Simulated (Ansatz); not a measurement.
# revPBE/6-311+G(d,p) run of BSiH4OF (SMILES FBO[SiH3])

Aim: the vertical singlet–triplet gap of BSiH4OF at revPBE/6-311+G**, from 2 runs. 

Program for the calculation: Ansatz 0.2.0.

67 further runs of the same task are left out: 67 set aside as unsound or not needed.

## (1) Starting point

BSiH4OF has 8 atoms, charge 0, and is taken as a singlet. As SMILES, `FBO[SiH3]`. Geometry: relaxed at PBE0-D4/def2-TZVP. This is one conformer, not always the lowest.

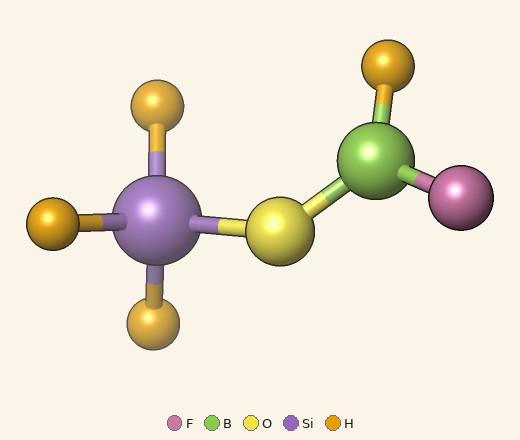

The structure, seen from a chosen angle (fluorine pink, boron green, oxygen yellow, silicon purple, hydrogen amber).

## (2) A single-point energy at revPBE/6-311+G(d,p)

Input file job.yaml:

```yaml
crystal:
  periodic: [false, false, false]
  atoms:
    - {symbol: F, position_ang: [-1.599400, -1.699200, 1.426100]}
    - {symbol: B, position_ang: [-0.685400, -0.787600, 1.133000]}
    - {symbol: O, position_ang: [-0.487500, -0.477100, -0.157600]}
    - {symbol: Si, position_ang: [0.521000, 0.572800, -0.945400]}
    - {symbol: H, position_ang: [-0.075300, -0.278500, 2.029800]}
    - {symbol: H, position_ang: [-0.317100, 1.531000, -1.702400]}
    - {symbol: H, position_ang: [1.370700, 1.295700, 0.034600]}
    - {symbol: H, position_ang: [1.365000, -0.214300, -1.873700]}
basis:
  gaussian:
    orbitals: 6-311+G_st__st_-spherical.json
output:
  orbitals: {seedname: orbitals}
accuracy: high
hamiltonian:
  xc: {name: revPBE}
```

The basis set 6-311+G** is read from a file made from the Basis Set Exchange's data (not shown).

Run with:

```bash
$ ansatz run job.yaml --threads 1 --pin off --max-ram 3480MiB --events-out events.jsonl --progress --plain --runs-dir runs
```

Standard output:

```text
Warning: RAYON_NUM_THREADS=1 ignored (pool sized by the plan → 1); use --threads N
Functional definition: revPBE
  name "revPBE"
  parameter kappa = 1.245
  parameter beta = 0.06672455060314922
  exchange = pbe_x(kappa = kappa, mu = beta*pi^2/3)
  correlation = pbe_c(beta = beta)
2291 factors; integrals over basis functions are off by at most 4.1e-9 eV
mean field evaluation 1: about -13377.8308 eV, gradient 6.5e1 eV
mean field evaluation 2: about -13346.8324 eV, gradient 1.4e2 eV
mean field evaluation 4: about -13384.3905 eV, gradient 1.4e1 eV
mean field evaluation 8: about -13384.6547 eV, gradient 5.9e-1 eV
mean field evaluation 16: about -13384.6556 eV, gradient 2.7e-5 eV
mean field -13384.65556037 eV, -491.8770193981 hartree, gradient 1.4e-8 eV, S^2 0.000000; 0 other end points of the search recorded, 0 dependent functions left out
reference -13384.65556882 eV, -491.8770197089 hartree; 20, 20 occupied and 100, 100 virtual orbitals, 2291 factors
Total energy: -13384.65556882 eV, -491.8770197089 hartree
```

Wall time 9.3 s (1 thread of Arm Neoverse V1, shared host); peak memory 0.33 GiB.

## (3) The triplet at the same level

Input file molecule.yaml:

```yaml
crystal:
  periodic: [false, false, false]
  atoms:
    - symbol: F
      position_ang: [-1.599400, -1.699200, 1.426100]
    - symbol: B
      position_ang: [-0.685400, -0.787600, 1.133000]
    - symbol: O
      position_ang: [-0.487500, -0.477100, -0.157600]
    - symbol: Si
      position_ang: [0.521000, 0.572800, -0.945400]
    - symbol: H
      position_ang: [-0.075300, -0.278500, 2.029800]
    - symbol: H
      position_ang: [-0.317100, 1.531000, -1.702400]
    - symbol: H
      position_ang: [1.370700, 1.295700, 0.034600]
    - symbol: H
      position_ang: [1.365000, -0.214300, -1.873700]
basis:
  gaussian:
    orbitals: 6-311+G_st__st_-spherical.json
magnetization:
  spin_polarized: true
  initial_magnetization: 2
hamiltonian:
  xc: {name: revPBE}
accuracy: high
output: {orbitals: {seedname: orbitals}}
```

The basis set 6-311+G** is read from a file made from the Basis Set Exchange's data (not shown).

Run with:

```bash
$ ansatz run molecule.yaml --threads 1 --pin off --max-ram 3480MiB --events-out events.jsonl --progress --plain --runs-dir runs
```

Standard output (excerpt; [...] marks lines left out):

```text
Warning: RAYON_NUM_THREADS=1 ignored (pool sized by the plan → 1); use --threads N
[... 2 set-up lines as earlier in the session ...]
[...]
2291 factors; integrals over basis functions are off by at most 4.1e-9 eV
[...]
mean field -13377.89644713 eV, -491.6286265683 hartree, gradient 3.6e-8 eV, S^2 2.002880; 8 other end points of the search recorded, 0 dependent functions left out
reference -13377.89645450 eV, -491.6286268390 hartree; 21, 19 occupied and 99, 101 virtual orbitals, 2291 factors
Total energy: -13377.89645450 eV, -491.6286268390 hartree
```

Run time: 46 s. Hardware: 1 thread of Arm Neoverse V1, shared host; peak memory 0.44 GiB.

## (4) Summary of results

At revPBE/6-311+G**:

```
                                        quantity          value
                           singlet: total energy  -491.87702 Eh
                            singlet: HOMO energy       -7.92 eV
                            singlet: LUMO energy       -0.94 eV
                          singlet: HOMO–LUMO gap        6.98 eV
                           triplet: total energy  -491.62863 Eh
     triplet: HOMO energy (highest over α and β)       -1.67 eV
                                   triplet: ⟨S²⟩          2.003
vertical energy of the triplet above the singlet       6.759 eV
```

At this shape the triplet lies 6.76 eV (652 kJ/mol) above the singlet.
